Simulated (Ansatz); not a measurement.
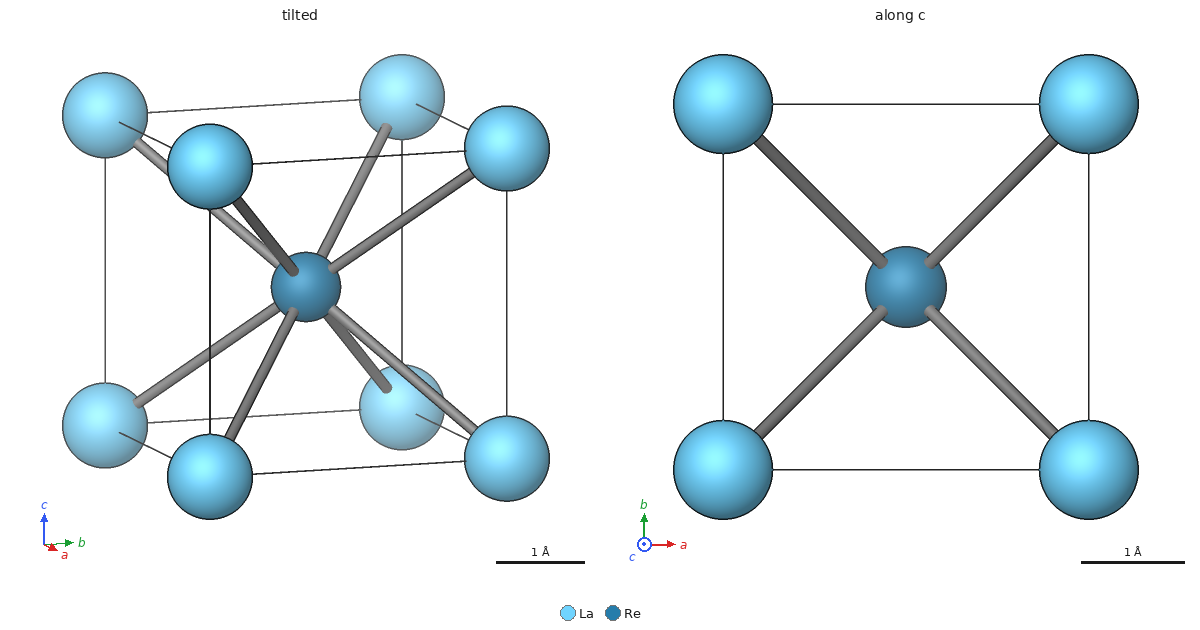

The image is a ball-and-stick drawing of a crystal, viewed slightly off an axis and along the c axis. The conventional unit cell is outlined; an atom on or near a face, edge or corner is repeated at each equivalent position.

LaRe, caesium chloride (CsCl, B2) type, space group Pm-3m (No. 221), a = 3.584 Å, b = 3.584 Å, c = 3.584 Å, α = 90.00°, β = 90.00°, γ = 90.00°. Its origin is a structure type filled with these elements by a generator (whether the compound takes this form wasn't checked). Earlier steps of the study, as a rule a relaxation of our own, may have changed the cell and positions, so they can lie some per cent off the listed ones. A calculation with Ansatz used it as input.

This one geometry was computed with Ansatz (DFT, plane waves, PAW) at five levels of theory: LDA, PBE, PBE with spin-orbit coupling, PBEsol and r2SCAN.

**Which level gives the highest pressure at this volume, and what does that say about its equilibrium volume?**

Highest: PBE with spin-orbit coupling (1.3 GPa), which points to the largest equilibrium volume. Lowest, with the smallest volume: LDA (-7.3 GPa). Levels within 0.5 GPa of each other can't be told apart.

**How does the band gap change with the level of theory?**

All levels give a metal.

**Collect the results in a table.**

| level | cutoff (eV) | k-mesh of the run's cell | gap (eV) | pressure (GPa) |
| --- | --- | --- | --- | --- |
| LDA | 420 | 10×10×10 | metal | -7.3 |
| PBE | 420 | 10×10×10 | metal | 0.0 |
| PBE with spin-orbit coupling | 420 | 10×10×10 | metal | 1.3 |
| PBEsol | 420 | 10×10×10 | metal | -4.9 |
| r2SCAN | 500 | 10×10×10 | metal | -0.8 |

Gaps are taken on the k-mesh or band path of each run.
